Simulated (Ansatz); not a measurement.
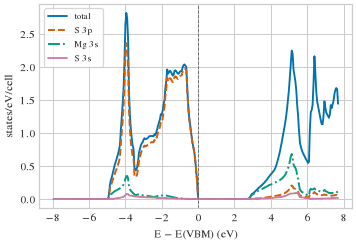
Total and projected density of states of MgS (rock salt, Fm-3m), PBEsol in the plane-wave PAW code Ansatz

Task: Which orbitals carry the states next to the gap?

Result: Top 1 eV of the valence band: S 3p 97 %. Bottom 1 eV of the conduction band: Mg 3s 74 %, S 3p 6 %, outside the projected shells 15 %. Projections are on Löwdin-orthogonalised atomic valence shells; empty p or d shells of many metals are not among them.

Task: Where is the tallest occupied peak in this window, and what makes it?

Result: Near -3.9 eV, about 2.8 states/eV per cell; the largest projected share is S 3p.

The cell was relaxed with PBEsol under the symmetry of its start; phonons on a q-mesh show no instability.

Potentials: the later of the program's two PAW sets.
